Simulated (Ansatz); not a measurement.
# Tunnelling across a broken Co chain: predicting one gap

Set-up. Ansatz 0.2.0, plane waves with PAW datasets at the program's default cutoffs, Fermi-Dirac smearing of 0.05 eV, chains in boxes 7.5 Å wide or more, moments seeded when the perfect chain is relaxed. PBE, no spin-orbit coupling; one bond is opened by s Å beyond its relaxed length, the other atoms of a straight cell of 13 kept, with parallel moments across the gap, and the conductance taken at 300 K.

| run | G (G₀) | largest error term (%) | s | ln G |
| --- | --- | --- | --- | --- |
| +1.8 Å | 0.4746 | 2 | 1.8 | −0.7453 |
| +2.5 Å | 0.166 | 3 | 2.5 | −1.796 |
| +3.3 Å | 0.03924 | 4 | 3.3 | −3.238 |

One run is withheld: run = +4.2 Å, with s = 4.2. Fit a straight line ln G = a + b × s to the 3 rows shown and predict it.

**Fit.** The means are 2.533 for s and −1.926 for ln G. The sum of products of deviations is −1.876 and the sum of squares in s is 1.127, so b = −1.876 / 1.127 = −1.665 and a = −1.926 − (−1.665) × 2.533 = 2.292. The residuals' standard deviation, with 1 degree of freedom, is σ = 0.092.

**Prediction.** ln G = 2.292 + (−1.665) × 4.2 = −4.702, that is 0.00908 G₀. The run gave 0.00708 G₀ (ln G = −4.95), so the prediction less the run is +0.25. The standard error of a prediction there, σ√(1 + 1/3 + (4.2 − 2.533)²/1.127), is 0.18, and the miss is 1.4 times that, for a point outside the fitted range. With so few rows σ is itself uncertain.

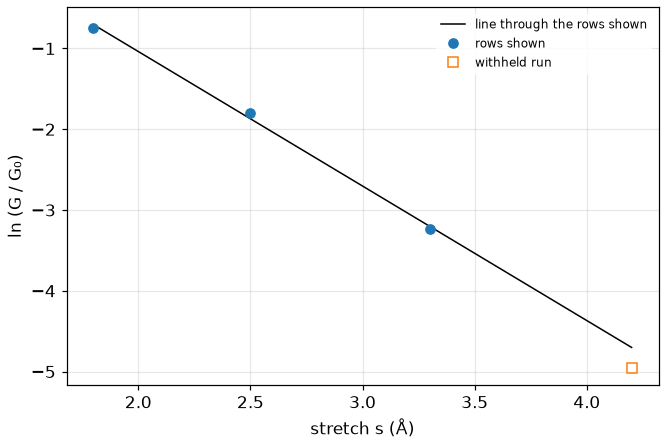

The fitted line, the rows shown and the withheld run.

Caveats: Between neighbouring runs the slope of ln G lies between −1.90 and −1.50 per Å, so one exponential is an approximation; it is flattest at the narrowest gap, nearest to contact. Error terms (up to 6 %, withheld run included) bound how much a small miss can mean. No image potential, spin-orbit coupling or relaxation; a bent or dimerised chain may be lower in energy. Series of this kind are told only where this holds: one magnetic state in all runs, error terms under 60 %, and the runs' own leads conduct as the perfect chain does. 36 of 42 did.
